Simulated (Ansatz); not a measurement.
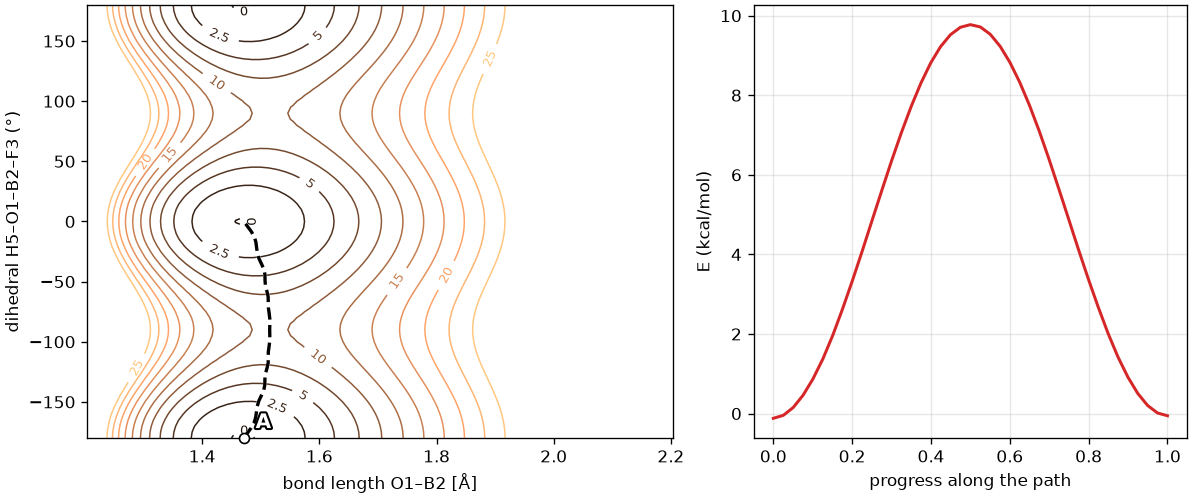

BClFH₂O, SMILES [OH2+]B(F)Cl, charge +1. The first coordinate is: bond length O1–B2; the second: dihedral H5–O1–B2–F3. Nothing is relaxed (all other coordinates rigid). Grid: 15 × 15 points; 121 points were computed and 104 follow by symmetry. Points are written as (first, second). All energies are given in kcal/mol relative to the lowest grid point. The reference is spin-restricted, which grows unreliable where a bond is stretched far. Method: Ansatz 0.2.0, RHF/def2-SVP.

Drawn: contour lines labelled in kcal/mol (none above 25), a line along the lowest path, the energy along the path at the right, the start A. Between grid points the surface is interpolated.

### Describe the path and its barrier.

The easiest path leads from the well at about (1.47 Å, −180°) to a well of about the same depth at about (1.47 Å, 0°). Its highest point lies about 9.9 kcal/mol above the bottom of the first well on the interpolated surface, at about (1.52 Å, −90°). The start is the relaxed structure and all else is held, so a fully relaxed path at this level can only be lower.
